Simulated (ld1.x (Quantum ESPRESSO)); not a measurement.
- Element: thulium
- Generator: ld1.x (Quantum ESPRESSO) 7.5
- Type: PAW
- Functional: PBE
- Relativity: scalar-relativistic
- Frozen core: [Kr] 4d10
- Valence charge: 23
- Reference configuration: 4f13 5s2 5p6 5d0 6s2 6p0
- Partial waves: 5s (bound): rcutus 1.75 bohr; 6s (bound): rcutus 1.75 bohr; 5p (bound): rcutus 2.20 bohr; 6p (bound, empty): rcutus 2.20 bohr; 5d (bound, empty): rcutus 3.85 bohr; 5d channel at 0.45 Ry: rcutus 3.85 bohr; 4f (bound): rcutus 1.35 bohr; 4f channel at 2.85 Ry: rcutus 1.35 bohr
- Local potential: all-electron potential smoothed inside 2.40 bohr (lloc = -2)
- Core correction: Bessel-smoothed model core, default radius (core density twice the valence density)
- Augmentation charge: BESSEL, radius 1.15 bohr

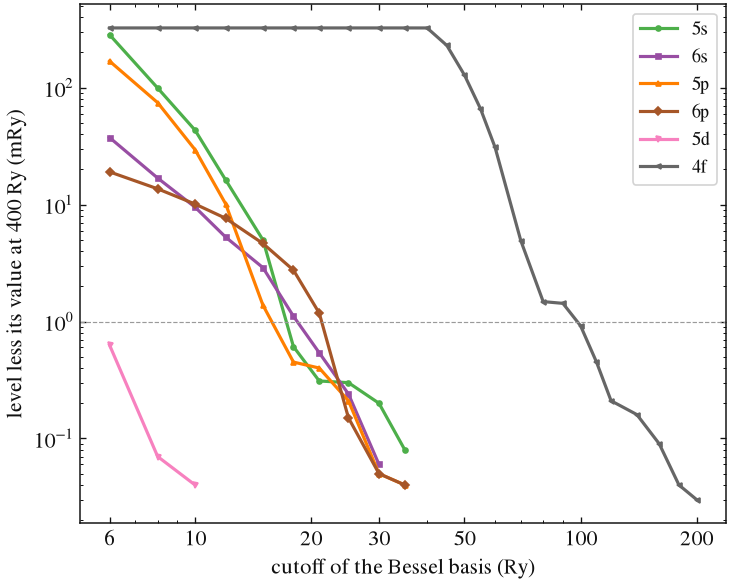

The pseudo-atom Hamiltonian at the reference potential is diagonalised in spherical Bessel functions (20 bohr box) up to the cutoff. Curves: distance of each valence level from its value at 400 Ry.

### Which occupied shell is the hardest?

4f: its level needs 100 Ry to come within 1 mRy, against 21 Ry for 6s.

### At which cutoff does each level come within 1 mRy for good?

5s: 18 Ry; 6s: 21 Ry; 5p: 18 Ry; 6p: 25 Ry; 5d: 6 Ry or less; 4f: 100 Ry.

### From which cutoff is the occupation-weighted sum of levels good to 10 mRy, and to 1 mRy?

110 Ry and 180 Ry, on the ladder of cutoffs that was run.
